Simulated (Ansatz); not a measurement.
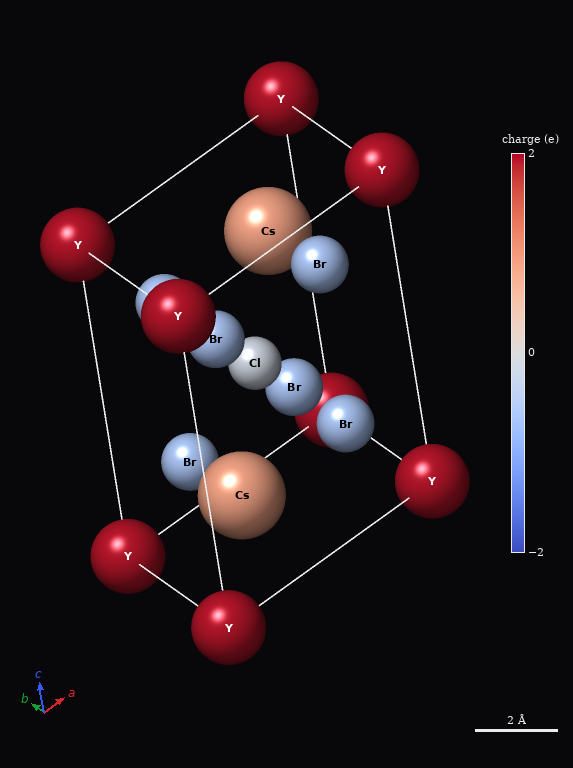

Spheres-only representation of a periodic structure, projected slightly off an axis. The wireframe shows the simulation cell. The atoms of this Cs2YBr6Cl cell are coloured by their Bader charge.

Run with Ansatz 0.2.0, DFT, PAW plane waves, PBE and these settings: wavefunction cutoff 420 eV, k-points on a 5×5×5 grid, Fermi-Dirac smearing of 0.1 eV, no spin polarisation.

**Summarise the charge transfer.**

Most positive: Y; most negative: Br. Charges: about Cs +0.9 e; Y +1.9 e; Br -0.6 e; Cl -0.1 e.

Provenance: a generated cell, made by putting these elements into a known structure type (the compound may or may not exist in this form); not relaxed. It was run through Ansatz as a DFT input.
